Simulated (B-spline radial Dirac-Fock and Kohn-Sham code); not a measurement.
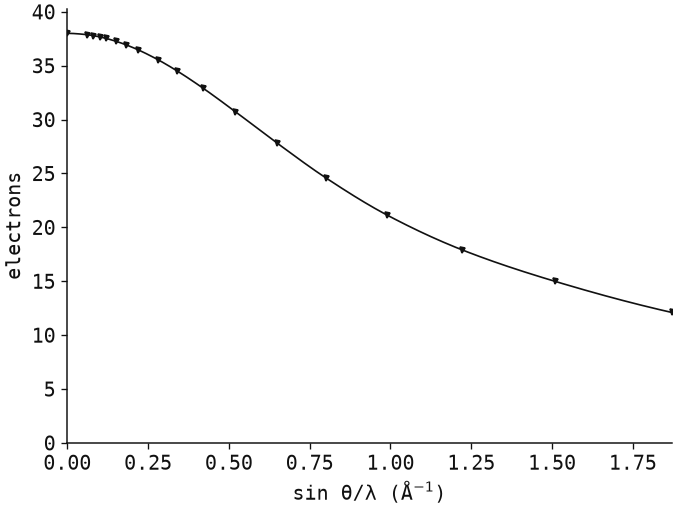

The X-ray form factor f against sin θ/λ. Computed with a B-spline radial code: the spherical Dirac–Fock density (average of configuration).

The nuclear charge is 63. What is the species?

Answer. Eu²⁵⁺: f(0) = 38 electrons, so the charge is 63 − 38 = +25.
